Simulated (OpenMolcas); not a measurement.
# Os⁶⁺ with 5 ligands (water): CASSCF and CASPT2 levels and susceptibility

Which state of Os⁶⁺ lies lowest among these ligands, how large is the field, and what χT follows?

Program: OpenMolcas 26.06. Level of theory: state-averaged CASSCF and CASPT2, spin-orbit coupling by RASSI with atomic mean-field integrals. These are calculated values, not measurements, unless marked.

## Step 1: The atom as given

- Species: Os⁶⁺ (osmium, Z = 76, 70 electrons)
- Basis: ANO-RCC-VDZP [7s6p4d2f1g], 188 functions with the ligands
- Scalar Hamiltonian: DKH2, point nucleus
- Inactive shells: 1s 2s 2p 3s 3p 3d 4s 4p 4d 4f 5s 5p of the metal, and all ligand shells
- Active space: 2 electrons in 5 orbitals (5d)
- Some configurations of this space: 5d²
- Orbitals: optimised for each spin and parity, averaged over all roots

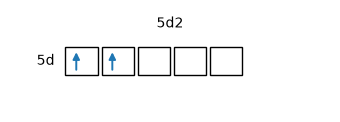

The shells outside the core, filled by Hund's rule for the drawing.

Os⁶⁺ is taken with 5 ligands (water) in square pyramid coordination (C2v) at 1.89 Å, the axial distance 2.022 Å. Ligand basis ANO-RCC-VDZP. The distances are assumed, not relaxed.

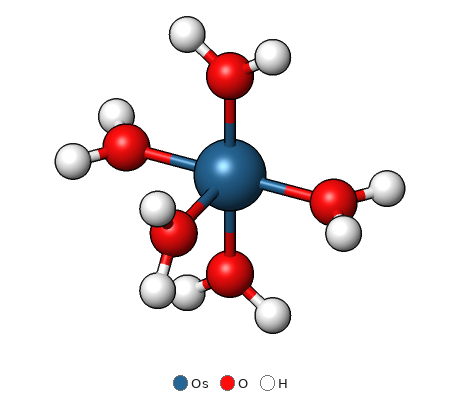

The cluster treated with basis functions (osmium blue, oxygen red, hydrogen white).

```xyz
16

Os    0.0000    0.0000    0.0000
O     1.8900    0.0000    0.0000
H     2.4670    0.7797    0.0000
H     2.4670   -0.7797    0.0000
O     0.0000    1.8900    0.0000
H     0.0000    2.4670    0.7797
H     0.0000    2.4670   -0.7797
O    -1.8900    0.0000    0.0000
H    -2.4670    0.7797    0.0000
H    -2.4670   -0.7797    0.0000
O     0.0000   -1.8900    0.0000
H     0.0000   -2.4670    0.7797
H     0.0000   -2.4670   -0.7797
O     0.0000    0.0000    2.0223
H     0.7797    0.0000    2.5993
H    -0.7797    0.0000    2.5993
```

Each step is its own input file, run in one work folder so that later steps find the files of earlier ones. Labels, J, g values, rates, χT and fits are worked out afterwards by a script from the matrices that RASSI stores.

## Step 2: Basis and integrals

a.inp

```
&GATEWAY
Coord
16

Os 0.0 0.0 0.0
O 1.890000 0.000000 0.000000
H 2.466978 0.779741 0.000000
H 2.466978 -0.779741 0.000000
O 0.000000 1.890000 0.000000
H 0.000000 2.466978 0.779741
H 0.000000 2.466978 -0.779741
O -1.890000 0.000000 0.000000
H -2.466978 0.779741 0.000000
H -2.466978 -0.779741 0.000000
O 0.000000 -1.890000 0.000000
H 0.000000 -2.466978 0.779741
H 0.000000 -2.466978 -0.779741
O 0.000000 0.000000 2.022300
H 0.779741 0.000000 2.599278
H -0.779741 0.000000 2.599278
Basis=Os.ANO-RCC-VDZP,H.ANO-RCC-VDZP,O.ANO-RCC-VDZP
Group=NoSym
NoMove
AngMom=0.0 0.0 0.0
AMFI
RICD
&SEWARD
```

Started as:

```bash
OMP_NUM_THREADS=1 MOLCAS_MEM=2457 MOLCAS_PROJECT=a pymolcas a.inp > a.log
```

The log of the run:

```text
Basis set label: OS.ANO-RCC...7S6P4D2F1G.

      Electronic valence basis set:
      ------------------
      Associated Effective Charge  76.000000 au
      Associated Actual Charge     76.000000 au
      Nuclear Model: Point charge

      Shell  nPrim  nBasis  Cartesian Spherical Contaminant
         s      24       7        X
         p      21       6        X
         d      15       4                 X
         f      11       2                 X
         g       4       1                 X
                  Relativistic Douglas-Kroll-Hess integrals:
                    - DKH order of Hamiltonian: 2
                    - DKH order of Properties : 0
                  Atomic mean-field integrals
```

## Step 3: CASSCF: triplets, 10 roots

a.inp

```
&RASSCF
FileOrb=start.orb
Symmetry=1
Spin=3
nActEl=2 0 0
Inactive=59
Ras2=5
CIRoot=10 10 1
SDav=10
CIMx=300
Iter=150 100
PrWF=0.3
OrbListing=Nothing
MaxOrb=0
LevShft=1.0
>>> COPY $Project.JobIph JOB001
```

Started as:

```bash
OMP_NUM_THREADS=1 MOLCAS_MEM=2457 MOLCAS_PROJECT=a pymolcas a.inp > a.log
```

start.orb holds start orbitals that the driver prepared beforehand, or those of the step before.

The log of the run (excerpt; [...] marks lines left out):

```text
[...]
      Number of active orbitals                  5
[...]
      Spin quantum number                      1.0
[...]
      Active orbitals                            5
[...]
      Number of CSFs                            10
      Number of root(s) required                10
[...]
      Convergence after 25 iterations
[...]
      Natural orbitals and occupation numbers for root  1
      sym 1:   0.001772   0.998228   0.000000   0.998228   0.001772
      Natural orbitals and occupation numbers for root  2
      sym 1:   0.992499   0.992499  -0.000000   0.007501   0.007501
      Natural orbitals and occupation numbers for root  3
      sym 1:   0.904696   0.095304  -0.000000   0.904696   0.095304
::    RASSCF root number  1 Total energy: -17613.46706739
::    RASSCF root number  2 Total energy: -17613.46363356
::    RASSCF root number  3 Total energy: -17613.41310762
[...]
::    RASSCF root number  7 Total energy: -17613.25819291
::    RASSCF root number  8 Total energy: -17613.19081660
::    RASSCF root number  9 Total energy: -17613.17646488
::    RASSCF root number 10 Total energy: -17613.16456132
```

## Step 4: Reference wave functions, singlets, 15 roots

a.inp

```
&RASSCF
FileOrb=start.orb
Symmetry=1
Spin=1
nActEl=2 0 0
Inactive=59
Ras2=5
CIRoot=15 15 1
SDav=15
CIMx=300
Iter=150 100
PrWF=0.3
OrbListing=Nothing
MaxOrb=0
LevShft=1.0
>>> COPY $Project.JobIph JOB002
```

The log of the run (excerpt; [...] marks lines left out):

```text
[...]
      Number of active orbitals                  5
[...]
      Spin quantum number                      0.0
[...]
      Active orbitals                            5
[...]
      Number of CSFs                            15
      Number of root(s) required                15
[...]
      Convergence after 15 iterations
[...]
      Natural orbitals and occupation numbers for root  1
      sym 1:   0.017390   1.942519   0.000477   0.030058   0.009556
      Natural orbitals and occupation numbers for root  2
      sym 1:   0.989349   0.989349  -0.000000   0.010651   0.010651
      Natural orbitals and occupation numbers for root  3
      sym 1:  -0.000000   0.999504   0.000496   0.999504   0.000496
::    RASSCF root number  1 Total energy: -17613.44827680
::    RASSCF root number  2 Total energy: -17613.43920606
::    RASSCF root number  3 Total energy: -17613.43148866
[...]
::    RASSCF root number 12 Total energy: -17613.16045378
::    RASSCF root number 13 Total energy: -17613.15664932
::    RASSCF root number 14 Total energy: -17613.12901066
::    RASSCF root number 15 Total energy: -17612.93477672
```

## Step 5: State interaction with spin-orbit coupling

a.inp

```
&RASSI
NrOfJobIphs=2 10 15
1 2 3 4 5 6 7 8 9 10
1 2 3 4 5 6 7 8 9 10 11 12 13 14 15
IphNames
JOB001
JOB002
EJob
SpinOrbit
DIPRint=1.0
SOCoupling=1000.0
Subsets=2
Property=9
'ANGMOM' 1 'ANGMOM' 2 'ANGMOM' 3 'MLTPL  1' 1 'MLTPL  1' 2 'MLTPL  1' 3
'AMFI' 1 'AMFI' 2 'AMFI' 3
SOProperty=3
'ANGMOM' 1 'ANGMOM' 2 'ANGMOM' 3
```

Started as:

```bash
OMP_NUM_THREADS=1 MOLCAS_MEM=2457 MOLCAS_PROJECT=a pymolcas a.inp > a.log
```

The log of the run (excerpt; [...] marks lines left out):

```text
SPIN-FREE ENERGIES:
  (Shifted by EMIN (a.u.) =     -17613.4670673895)
 SF State       Relative EMIN(au)   Rel lowest level(eV)    D:o, cm**(-1)
     1             0.0000000000        0.0000000000              0.0000
     2             0.0034338333        0.0934393645            753.6393
    11             0.0187905900        0.5113180022           4124.0578
    12             0.0278613284        0.7581453695           6114.8548
    13             0.0355787337        0.9681466650           7808.6295
     3             0.0539597718        1.4683201927          11842.8010
    14             0.0811589791        2.2084483274          17812.3370
     4             0.0858478531        2.3360390893          18841.4259
     5             0.1006986276        2.7401492506          22100.7942
    15             0.1179100992        3.2084972513          25878.2756
[...]
Eigenvalues of complex Hamiltonian:
   -----------------------------------
  (Shifted by EMIN (a.u.) =     -17613.4670673895)
 SO State       Relative EMIN(au)   Rel lowest level(eV)    D:o, cm**(-1)
     1            -0.0128610224        0.0000000000              0.0000
     2            -0.0116814907        0.0320966925            258.8773
     3            -0.0072845781        0.1517427811           1223.8881
     4            -0.0071178484        0.1562797278           1260.4810
     5            -0.0038415059        0.2454335485           1979.5551
     6             0.0073012807        0.5486442180           4425.1140
     7             0.0242856792        1.0108132454           8152.7586
     8             0.0250525319        1.0316803714           8321.0634
     9             0.0308505427        1.1894522815           9593.5796
    10             0.0511003113        1.7404765563          14037.8901
    11             0.0533635750        1.8020630999          14534.6191
[...]
```

These steps: 3.2 min of run time, 1 thread of Arm Neoverse V1, shared host.

Spin-free states:

| state | degeneracy | E (cm-1) |
| --- | --- | --- |
| triplet | 1 | 0 |
| triplet | 1 | 754 |
| singlet | 1 | 4124 |
| singlet | 1 | 6115 |
| singlet | 1 | 7809 |
| triplet | 1 | 11843 |
| singlet | 1 | 17812 |
| triplet | 1 | 18841 |
| triplet | 1 | 22101 |
| singlet | 1 | 25878 |
| triplet | 1 | 26054 |
| singlet | 1 | 26102 |
| singlet | 1 | 27851 |
| singlet | 1 | 31876 |
| singlet | 1 | 31898 |
| triplet | 1 | 45843 |
| singlet | 1 | 52856 |
| singlet | 1 | 53611 |
| triplet | 1 | 60630 |
| triplet | 1 | 63780 |
| triplet | 1 | 66392 |
| singlet | 1 | 67294 |
| singlet | 1 | 68129 |
| singlet | 1 | 74195 |

With spin-orbit coupling:

```tsv
E (cm-1)	Degeneracy	2S+1
0.0	1	3
258.9	1	3
1224	1	3
1260	1	3
1980	1	3
4425	1	3
8153	1	1
8321	1	1
9594	1	1
14038	1	3
14535	1	3
14792	1	3
19490	1	1
21437	1	3
21463	1	3
21605	1	3
25107	1	3
25294	1	3
25700	1	3
27284	1	3
27518	1	1
28527	1	3
30415	1	1
31642	1	3
```

The table of states holds 24 of 25 computed; the rest, higher up, is left out.

Powder χT (cm³ K/mol): 0.00 at 2 K, 0.00 at 5 K, 0.01 at 10 K, 0.02 at 20 K, 0.04 at 50 K, 0.08 at 100 K, 0.12 at 150 K, 0.14 at 200 K, 0.17 at 250 K, 0.19 at 300 K.

The orbitals of the open shell are 60 to 77 % metal; the Mulliken charge of the metal is +2.70 e.

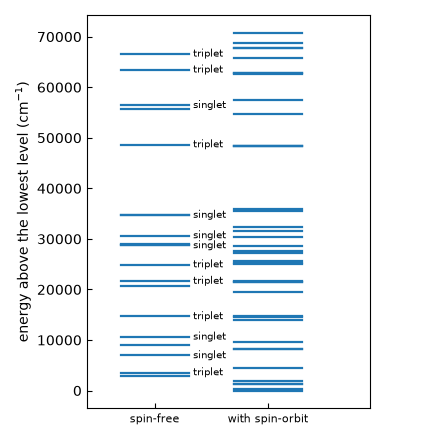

The states in the field without (left) and with (right) spin-orbit coupling.

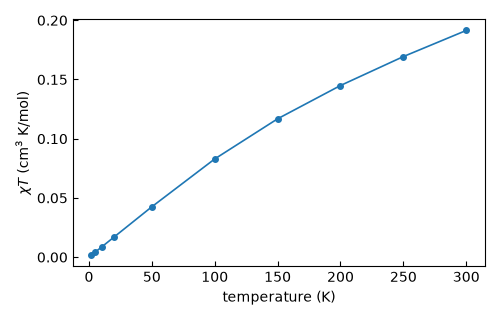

χT against temperature.

## Step 6: CASPT2: IPEA 0.25, imaginary shift 0.1 (29 orbitals frozen, the lowest in energy)

a.inp

```
>>> COPY JOB001 $Project.JobIph
&CASPT2
Multistate=10 1 2 3 4 5 6 7 8 9 10
NoMult
Frozen=29
IPEA=0.25
Imaginary=0.1
MaxIter=60
WThr=0.0 0.3 0.05
PrWF=0.5
NoMix
>>> COPY JOB002 $Project.JobIph
&CASPT2
Multistate=15 1 2 3 4 5 6 7 8 9 10 11 12 13 14 15
NoMult
Frozen=29
IPEA=0.25
Imaginary=0.1
MaxIter=60
WThr=0.0 0.3 0.05
PrWF=0.5
NoMix
```

The log of the run:

```text
Orbital specifications:
      -----------------------

      Symmetry species                           1
                                                 a
      Frozen orbitals                           29
      Inactive orbitals                         30
      Active orbitals                            5
      Secondary orbitals                       124
      Deleted orbitals                           0
      Number of basis functions                188
Type of calculation                        SS-CASPT2
      Fock operator                              state-specific
      IPEA shift                                 0.25
      Real shift                                 0.00
      Imaginary shift                            0.10
      The input orbitals will be transformed to quasi-canonical
Reference energy:      -17613.4670673895
      E2 (Non-variational):      -2.0520751127
      Shift correction:          -0.0024756741
      E2 (Variational):          -2.0545507868
      Total energy:          -17615.5216181764
      Residual norm:              0.0000001312
      Reference weight:           0.65027
      Contributions to the CASPT2 correlation energy
      Active & Virtual Only:         -0.0020101872
      One Inactive Excited:          -0.1533172644
      Two Inactive Excited:          -1.8967476612
Reference energy:      -17613.4636335562
      E2 (Non-variational):      -2.0670540149
      Shift correction:          -0.0026267728
      E2 (Variational):          -2.0696807877
      Total energy:          -17615.5333143439
      Residual norm:              0.0000001202
      Reference weight:           0.64470
      Contributions to the CASPT2 correlation energy
      Active & Virtual Only:         -0.0022642707
      One Inactive Excited:          -0.1534530362
      Two Inactive Excited:          -1.9113367080
::    CASPT2 Root  1     Total energy: -17615.52161818
::    CASPT2 Root  2     Total energy: -17615.53331434
::    CASPT2 Root  3     Total energy: -17615.46453824
::    CASPT2 Root  4     Total energy: -17615.49193664
::    CASPT2 Root  5     Total energy: -17615.45254386
::    CASPT2 Root  6     Total energy: -17615.42360751
::    CASPT2 Root  7     Total energy: -17615.36157137
::    CASPT2 Root  8     Total energy: -17615.27222336
::    CASPT2 Root  9     Total energy: -17615.27335105
::    CASPT2 Root 10     Total energy: -17615.27850135
Orbital specifications:
      -----------------------

      Symmetry species                           1
                                                 a
      Frozen orbitals                           29
      Inactive orbitals                         30
      Active orbitals                            5
      Secondary orbitals                       124
      Deleted orbitals                           0
      Number of basis functions                188
Type of calculation                        SS-CASPT2
      Fock operator                              state-specific
      IPEA shift                                 0.25
      Real shift                                 0.00
      Imaginary shift                            0.10
      The input orbitals will be transformed to quasi-canonical
Reference energy:      -17613.4482767995
      E2 (Non-variational):      -2.0938405307
      Shift correction:          -0.0027464428
      E2 (Variational):          -2.0965869735
      Total energy:          -17615.5448637730
      Residual norm:              0.0000003066
      Reference weight:           0.63831
      Contributions to the CASPT2 correlation energy
      Active & Virtual Only:         -0.0056394761
      One Inactive Excited:          -0.1487430372
      Two Inactive Excited:          -1.9394580174
Reference energy:      -17613.4392060611
      E2 (Non-variational):      -2.0622138094
      Shift correction:          -0.0026866102
      E2 (Variational):          -2.0649004197
      Total energy:          -17615.5041064807
      Residual norm:              0.0000001274
      Reference weight:           0.64540
      Contributions to the CASPT2 correlation energy
      Active & Virtual Only:         -0.0038196505
      One Inactive Excited:          -0.1571188999
      Two Inactive Excited:          -1.9012752590
::    CASPT2 Root  1     Total energy: -17615.54486377
::    CASPT2 Root  2     Total energy: -17615.50410648
::    CASPT2 Root  3     Total energy: -17615.50956404
::    CASPT2 Root  4     Total energy: -17615.43943485
::    CASPT2 Root  5     Total energy: -17615.46829897
::    CASPT2 Root  6     Total energy: -17615.44366631
::    CASPT2 Root  7     Total energy: -17615.43509019
::    CASPT2 Root  8     Total energy: -17615.41451054
::    CASPT2 Root  9     Total energy: -17615.41088675
::    CASPT2 Root 10     Total energy: -17615.33579608
::    CASPT2 Root 11     Total energy: -17615.35361172
::    CASPT2 Root 12     Total energy: -17615.25492475
::    CASPT2 Root 13     Total energy: -17615.25972105
::    CASPT2 Root 14     Total energy: -17615.25729720
::    CASPT2 Root 15     Total energy: -17615.05947081
```

This run took 12 min in all on 1 thread of Arm Neoverse V1, shared host.

SS-CASPT2: lowest energy less the reference's lowest, -2.0778 hartree; reference weights 0.619 to 0.650.

States without spin-orbit coupling:

| state | degeneracy | E (cm-1) |
| --- | --- | --- |
| singlet | 1 | 0 |
| triplet | 1 | 2535 |
| triplet | 1 | 5102 |
| singlet | 1 | 7747 |
| singlet | 1 | 8945 |
| triplet | 1 | 11616 |
| singlet | 1 | 16804 |
| triplet | 1 | 17629 |
| triplet | 1 | 20262 |
| singlet | 1 | 22210 |
| singlet | 1 | 23139 |
| singlet | 1 | 24093 |
| triplet | 1 | 26613 |
| singlet | 1 | 28609 |
| singlet | 1 | 29405 |
| triplet | 1 | 40228 |
| singlet | 1 | 41975 |
| singlet | 1 | 45885 |
| triplet | 1 | 58460 |
| triplet | 1 | 59590 |
| triplet | 1 | 59838 |
| singlet | 1 | 62582 |
| singlet | 1 | 63114 |
| singlet | 1 | 63634 |

With spin-orbit coupling:

```tsv
E (cm-1)	Degeneracy	2S+1
0	1	1
2950	1	3
3200	1	3
3620	1	3
5480	1	3
7980	1	3
8750	1	3
9810	1	1
10190	1	1
14670	1	3
14800	1	3
15860	1	3
18340	1	3
19070	1	1
19240	1	3
19950	1	3
22160	1	3
24100	1	3
24810	1	3
24970	1	3
26910	1	1
27200	1	1
28930	1	3
30610	1	3
```

Powder χT (cm³ K/mol): 0.00 at 2 K, 0.00 at 5 K, 0.00 at 10 K, 0.00 at 20 K, 0.00 at 50 K, 0.01 at 100 K, 0.01 at 150 K, 0.02 at 200 K, 0.02 at 250 K, 0.03 at 300 K.

## Step 7: The methods side by side

A. CASSCF
B. SS-CASPT2, IPEA 0.25, imaginary shift 0.1 (29 orbitals frozen, the lowest in energy)

| method | ground state | first state of that spin (cm-1) | first gap with spin-orbit (cm-1) | χT at 300 K |
| --- | --- | --- | --- | --- |
| A | triplet | triplet 753.6 | 258.9 | 0.19 |
| B | singlet | singlet 7747 | 2949.7 | 0.03 |

## Step 8: What came out

| quantity | value |
| --- | --- |
| method | SS-CASPT2, IPEA 0.25, imaginary shift 0.1 (29 orbitals frozen, the lowest in energy) |
| spin-free ground state | singlet, 1-fold in its orbital part |
| first state of the same spin within the active space | singlet at 7750 cm⁻¹ |
| lowest level | 1-fold |
| next level | 2949.7 cm⁻¹ |
| χT at 300 K | 0.03 cm³ K/mol |
| effective moment at 300 K | 0.48 μB |

Cost by method:

| method | time of its own steps | time with the reference |
| --- | --- | --- |
| A. CASSCF | 3.2 min | 3.2 min |
| B. SS-CASPT2, IPEA 0.25, imaginary shift 0.1 (29 orbitals frozen, the lowest in energy) | 12 min | 15 min |

Times are of one thread on a shared host.

In words: The spin-free ground state (singlet) is 1-fold and has less than the highest spin computed. The frozen orbitals are chosen by energy, so an outer shell of the metal can be frozen while a deeper shell elsewhere is correlated. The bonds are covalent and no ligand orbital is active, so the numbers are rough.
